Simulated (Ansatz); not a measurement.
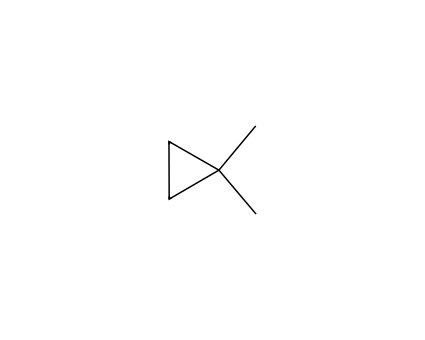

Skeletal drawing of a molecule.

Transcribe the drawing into SMILES.

Answer. CC1(C)CC1

Give the formula, hydrogens included.

Answer. C5H10.

An optimisation with PBE0-D4/def2-TZVP gave a structure of which point group?

Answer. C2v.

The parts below concern this one geometry. Atoms keep their numbers from picture to picture. The geometry was computed by an optimisation with PBE0-D4/def2-TZVP.

Shape

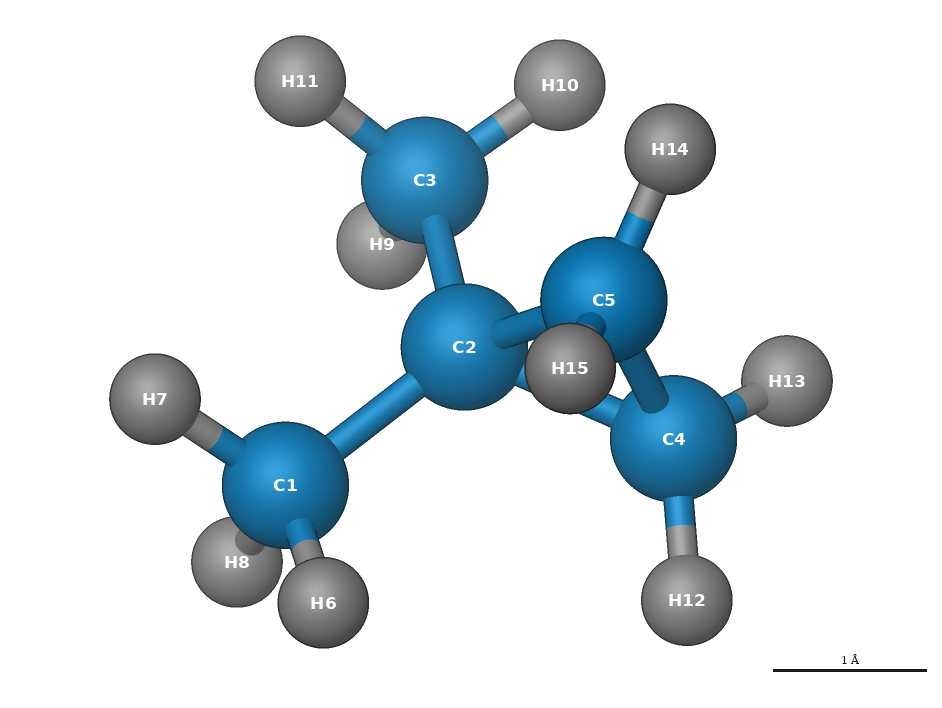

How are the neighbours of atom 1 arranged?

Answer. C1 has 4 neighbours (C2 at 1.51, H6 at 1.09, H7 at 1.09, H8 at 1.09 Å); the arrangement is tetrahedral.

What is the dihedral angle C1–C2–C5–C4?

Answer. 108° in size, that is anticlinal.

Electronic properties

Method: RKS PBE0-D4/def2-SVP (Ansatz 0.2.0).

Predict the main results.

- HOMO energy (Kohn–Sham orbital): −7.58 eV
- LUMO energy (Kohn–Sham orbital): 1.88 eV
- HOMO–LUMO gap: 9.47 eV
- dispersion correction: −23.0 kJ/mol

Vibrations

Harmonic vibrations computed with RKS PBE0-D4/def2-TZVP (Ansatz 0.2.0) at a stationary point of the same level.

How many vibrational modes are there, and where do they lie?

Answer. 39 modes: 220, 244, 330, 347, 356, 392, 707, 788, 877, 893, 957, 967, 971, 1038, 1062, 1071, 1098, 1159, 1184, 1329, 1365, 1408, 1417, 1459, 1471, 1485, 1491, 1495, 1522, 3032, 3036, 3098, 3100, 3117, 3119, 3140, 3145, 3219, 3234 cm⁻¹.

Charges

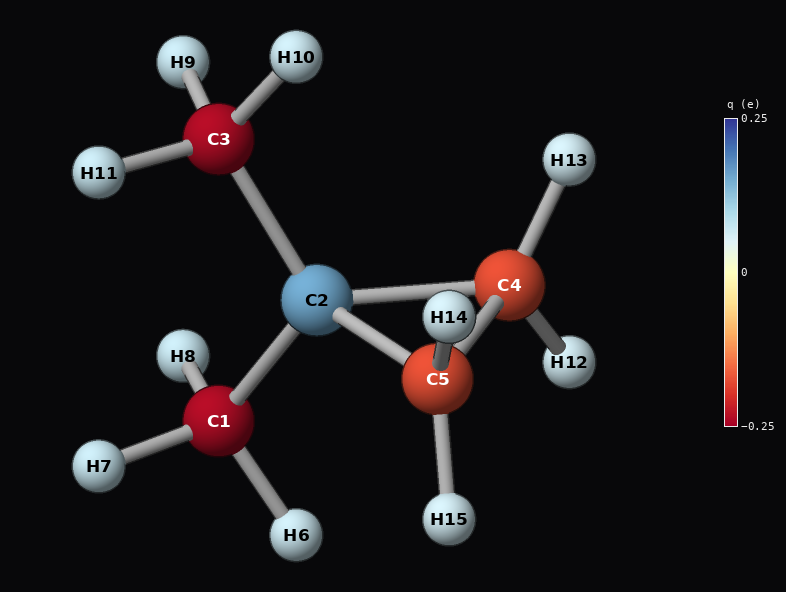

Atoms are coloured by their Mulliken charges. Properties computed with RKS PBE-D4/def2-TZVPP (Ansatz 0.2.0).

List the Mulliken charges.

| atom | value (e) |
| --- | --- |
| C1 | −0.23 |
| C2 | 0.15 |
| C3 | −0.23 |
| C4 | −0.17 |
| C5 | −0.17 |
| H6 | 0.07 |
| H7 | 0.07 |
| H8 | 0.07 |
| H9 | 0.07 |
| H10 | 0.07 |
| H11 | 0.07 |
| H12 | 0.06 |
| H13 | 0.06 |
| H14 | 0.06 |
| H15 | 0.06 |

Mulliken values depend strongly on the basis set and can even reverse the polarity of a bond.
